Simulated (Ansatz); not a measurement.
## Electronic structure of BH₇OSi₂ in real space

```xyz
11

Si   -0.5867    1.8410    0.3767
B    -0.8204   -0.1818    0.6776
O    -0.0635   -0.9185    1.5467
Si    1.2102   -0.4480    2.5723
H     0.5368    2.1001   -0.5951
H    -0.2491    2.5943    1.6372
H    -1.8295    2.4549   -0.2052
H    -1.6590   -0.8034    0.0597
H     0.6490   -0.0823    3.9111
H     1.9582    0.7113    1.9881
H     2.1136   -1.6318    2.6992
```

These are results of RKS revPBE-D4/6-31G* in Ansatz, not measurements.

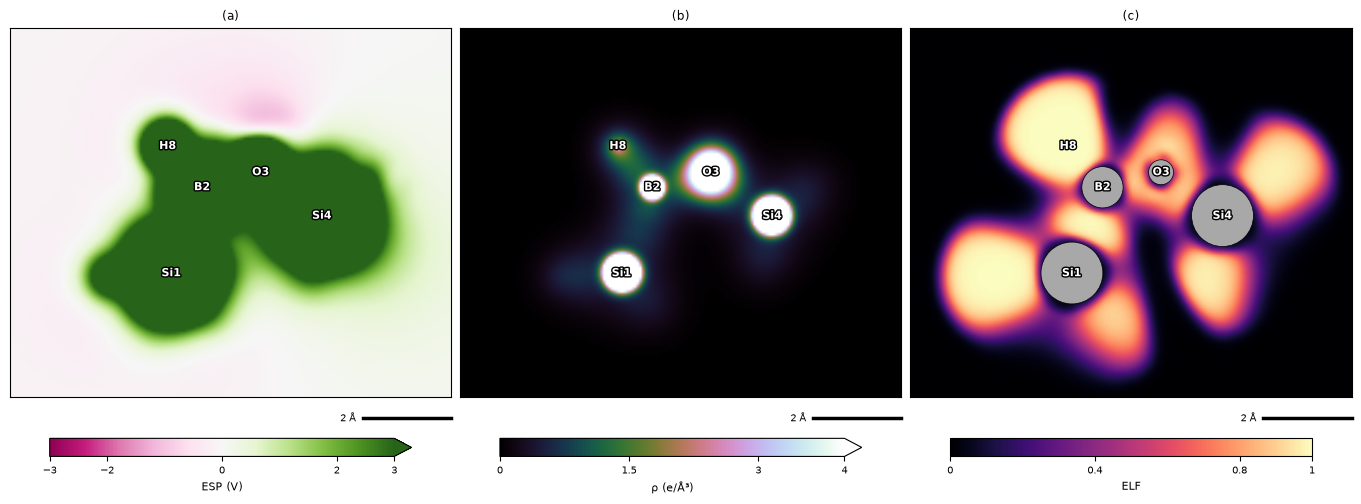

Figure 1. (a) molecular electrostatic potential; (b) electron density; (c) ELF on the plane of atoms O3, B2 and H8. Grey discs cover the atomic cores in the ELF map.

**What does the map show?**

- The section cuts through Si, B, O and H sites.
- B–O (1.37 Å): ρ at the midpoint is about 2 e/Å³; the ELF peaks at about 0.90 between the atoms (a shared but strongly polarised pair).
- Si–O (1.70 Å): ρ is about 1 e/Å³ halfway; the ELF peaks at about 0.85 between the atoms: a polar covalent bond.
- Si–B (2.06 Å): the density is about 0.76 e/Å³ at the midpoint; the ELF peaks at about 1 between the atoms (a shared electron pair).
- B–H (1.21 Å): ρ at the midpoint is about 1.2 e/Å³; the ELF climbs to about 1 towards the hydrogen, as it does in any bond to H (an ordinary covalent bond to hydrogen).
- The ELF also peaks beside O3, away from the bonds: lone-pair regions.
- Outside the dense part of the molecule the potential is most negative (−1.1 V) near O3.

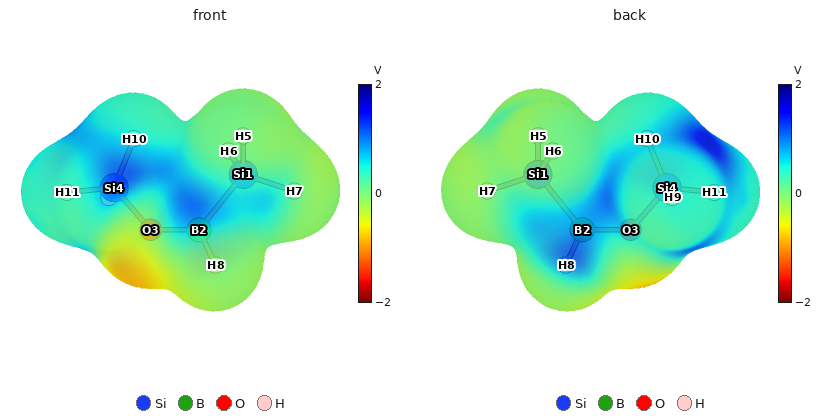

Figure 2. The molecular electrostatic potential painted on the density surface at 0.002 e/bohr³, seen from the front and from behind; the colour scale runs from red (negative) to blue (positive).

**Describe the electrostatic potential map.**

The most negative region (about −0.9 V, or −21 kcal/mol for a unit charge) lies over O3, the most positive (about +1.6 V, or +37 kcal/mol for a unit charge) over Si4.

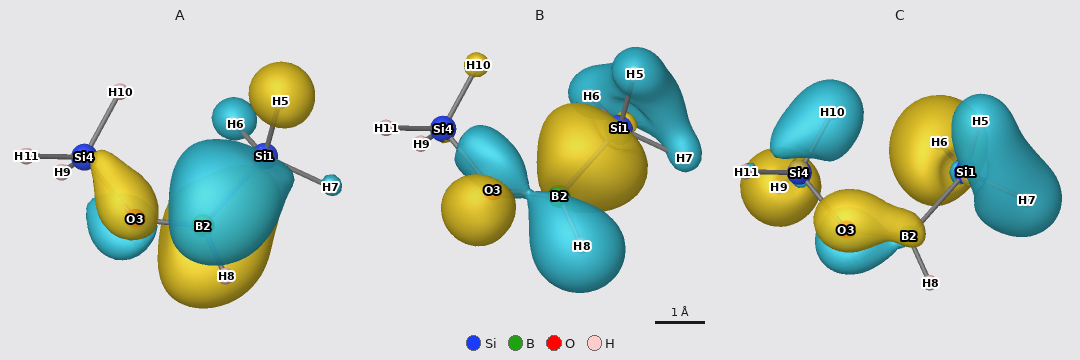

Figure 3. Three frontier orbitals at ±0.1 Å⁻³ᐟ² (yellow and cyan are the two phases), in no order.

**Order the three orbitals by energy and name them.**

C is the HOMO−1 (−8.03 eV). By Hirshfeld shares it lies mainly on Si1 (about 25 %), H6 (about 20 %), O3 (about 15 %), Si4 (about 10 %), H7 (about 10 %) and H9 (about 10 %). B is the HOMO (−6.17 eV). It lies mainly on Si1 (about 25 %), B2 (about 25 %), O3 (about 20 %) and H8 (about 15 %). A is the LUMO (−1.98 eV). By Hirshfeld shares it lies mainly on B2 (about 50 %), Si1 (about 20 %) and O3 (about 15 %).

**What is the HOMO–LUMO gap?**

4.19 eV between the orbital energies.
